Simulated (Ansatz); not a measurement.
```
As O
1.0
     4.75587    0.00000    0.00000
    -2.37794    4.11871    0.00000
     0.00000    0.00000    6.79736
As O
6 2
Cartesian
  0.0000 0.0000 1.6993
  0.0000 0.0000 5.0980
  0.0000 2.7458 6.5760
  2.3780 1.3729 0.2213
  2.3780 1.3729 3.1774
  0.0000 2.7458 3.6200
  0.0000 2.7458 1.6993
  2.3780 1.3729 5.0980
```

Space group P6₃/mmc; a structure generated by program, which may or may not match a known phase.

All numbers below come from DFT PBE, scalar-relativistic, plane waves, PAW (Ansatz).

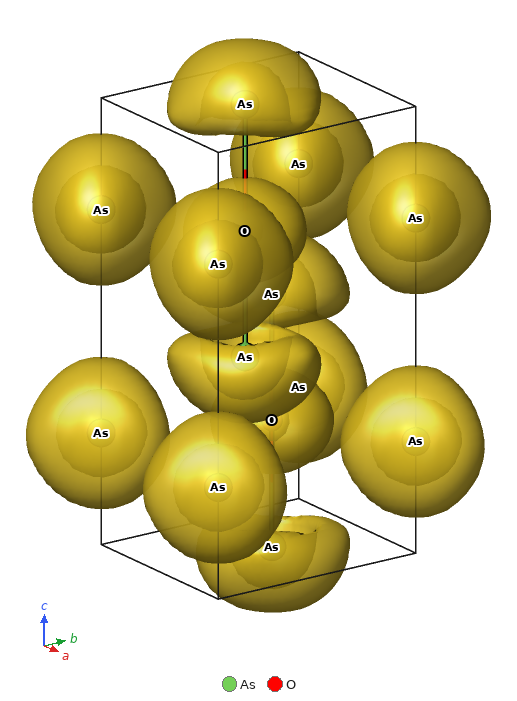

As₃O. Isosurface of the electron localisation function at 0.6 (yellow), seen slightly off an axis. Core shells and regions of very low density are left out. Sticks mark near contacts.

Core electrons are frozen (PAW), and the valence fields are smoothed inside the atomic spheres.

**Describe the localisation domains.**

The ELF exceeds this value in six regions wrapped around As (the valence shell of each) and two regions wrapped around O (the valence shell of each), counted in one cell of 8 atoms. Any copies at cell faces, edges or corners count once.

Values along the shortest contacts:
As–O (1.92 Å): the ELF peaks at about 0.75 in the valence shell of O, 0.6 Å from its nucleus, and is about 0.45 at the midpoint.
